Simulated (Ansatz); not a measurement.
# revPBE/def2-SVP run of Si2F6 (hexafluorodisilane)

What is the vertical ionisation energy of Si2F6 (hexafluorodisilane) at revPBE/def2-SVP? 

The calculation is run with Ansatz 0.2.0.

19 further runs of the same task are left out: 19 set aside as unsound or not needed. Runs told in other sessions of the task aren't counted.

## (1) The structure to begin with

The species is Si2F6 (8 atoms), meant as a singlet with charge 0. As SMILES, `F[Si](F)(F)[Si](F)(F)F`. The coordinates come from a PBE0-D4/def2-TZVP relaxation.

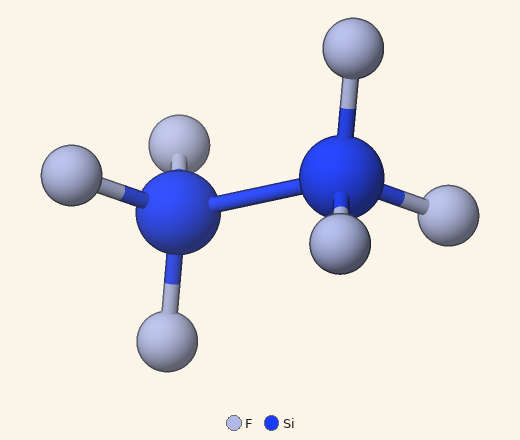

The structure, seen from a chosen angle (fluorine light blue, silicon blue).

## (2) A single-point energy at revPBE/def2-SVP

input.yaml reads:

```yaml
crystal:
  periodic: [false, false, false]
  atoms:
    - {symbol: F, position_ang: [0.360870, -1.835490, 1.275760]}
    - {symbol: Si, position_ang: [0.788530, -0.848100, 0.126890]}
    - {symbol: F, position_ang: [0.934470, -1.673030, -1.205730]}
    - {symbol: F, position_ang: [2.195680, -0.244350, 0.491690]}
    - {symbol: Si, position_ang: [-0.788750, 0.847840, -0.127190]}
    - {symbol: F, position_ang: [-0.943620, 1.663720, 1.209990]}
    - {symbol: F, position_ang: [-0.353860, 1.843300, -1.266340]}
    - {symbol: F, position_ang: [-2.193320, 0.246130, -0.505090]}
basis:
  gaussian:
    orbitals: def2-SVP
hamiltonian:
  xc: {name: revPBE}
accuracy: high
output:
  orbitals: {seedname: orbitals}
```

Launch:

```console
$ ansatz run input.yaml --threads 1 --pin off --max-ram 3480MiB --events-out events.jsonl --progress --plain --runs-dir runs
```

What it wrote:

```text
Warning: RAYON_NUM_THREADS=1 ignored (pool sized by the plan → 1); use --threads N
Functional definition: revPBE
  name "revPBE"
  parameter kappa = 1.245
  parameter beta = 0.06672455060314922
  exchange = pbe_x(kappa = kappa, mu = beta*pi^2/3)
  correlation = pbe_c(beta = beta)
2388 factors; integrals over basis functions are off by at most 3.3e-9 eV
mean field evaluation 1: about -32031.6052 eV, gradient 7.0e1 eV
mean field evaluation 2: about -32009.7299 eV, gradient 1.4e2 eV
mean field evaluation 4: about -32038.8564 eV, gradient 1.2e0 eV
mean field evaluation 8: about -32038.8569 eV, gradient 3.6e-2 eV
mean field evaluation 16: about -32038.8570 eV, gradient 2.0e-6 eV
mean field -32038.85695008 eV, -1177.4062761981 hartree, gradient 8.8e-8 eV, S^2 0.000000; 0 other end points of the search recorded, 0 dependent functions left out
reference -32038.85695438 eV, -1177.4062763562 hartree; 41, 41 occupied and 79, 79 virtual orbitals, 2388 factors
Total energy: -32038.85695438 eV, -1177.4062763562 hartree
```

Run time: 5.7 s. Hardware: 1 thread of Intel Xeon 6975P-C (Granite Rapids), shared host; peak memory 0.34 GiB.

## (3) The doublet cation

input.yaml: that of step 2 with these lines changed.

```diff
@@ -12,8 +12,7 @@
 basis:
-  gaussian:
-    orbitals: def2-SVP
-hamiltonian:
-  xc: {name: revPBE}
+  gaussian: {orbitals: def2-SVP}
+total_charge: 1
+magnetization: {spin_polarized: true, initial_magnetization: 1}
+hamiltonian: {xc: {name: revPBE}}
 accuracy: high
-output:
-  orbitals: {seedname: orbitals}
+output: {orbitals: {seedname: orbitals}}
```

Launch:

```console
$ ansatz run input.yaml --threads 1 --pin off --max-ram 3480MiB --events-out events.jsonl --progress --plain --runs-dir runs
```

What it wrote:

```text
Warning: RAYON_NUM_THREADS=1 ignored (pool sized by the plan → 1); use --threads N
Functional definition: revPBE
  name "revPBE"
  parameter kappa = 1.245
  parameter beta = 0.06672455060314922
  exchange = pbe_x(kappa = kappa, mu = beta*pi^2/3)
  correlation = pbe_c(beta = beta)
2386 factors; integrals over basis functions are off by at most 3.3e-9 eV
mean field evaluation 1: about -32010.4805 eV, gradient 7.2e1 eV
mean field evaluation 2: about -31921.4141 eV, gradient 1.8e2 eV
mean field evaluation 4: about -32026.8328 eV, gradient 6.6e0 eV
mean field evaluation 8: about -32027.0387 eV, gradient 1.4e-1 eV
mean field evaluation 16: about -32027.0388 eV, gradient 1.3e-4 eV
mean field evaluation 32: about -32024.3850 eV, gradient 1.1e1 eV
mean field -32027.03880241 eV, -1176.9719672820 hartree, gradient 2.4e-8 eV, S^2 0.751186; 4 other end points of the search recorded, 0 dependent functions left out
reference -32027.03880656 eV, -1176.9719674344 hartree; 41, 40 occupied and 79, 80 virtual orbitals, 2386 factors
Total energy: -32027.03880656 eV, -1176.9719674344 hartree
```

Run time: 14 s. Hardware: 1 thread of Intel Xeon 6975P-C (Granite Rapids), shared host; peak memory 0.44 GiB.

## (4) Summary of results

At revPBE/def2-SVP:

| quantity | value |
| --- | --- |
| singlet Si2F6: total energy | -1177.40628 Eh |
| singlet Si2F6: HOMO energy | -8.46 eV |
| singlet Si2F6: LUMO energy | -1.13 eV |
| singlet Si2F6: HOMO–LUMO gap | 7.34 eV |
| doublet cation: total energy | -1176.97197 Eh |
| doublet cation: HOMO energy (highest over α and β) | -15.97 eV |
| doublet cation: LUMO energy (lowest over α and β) | -15.09 eV |
| doublet cation: ⟨S²⟩ | 0.751 |
| vertical ionisation energy (to the doublet cation) | 11.818 eV |

In words: The vertical ionisation energy comes to 11.82 eV (1140 kJ/mol). −ε(HOMO) before ionisation, 8.46 eV, is 3.36 eV below this ionisation energy.
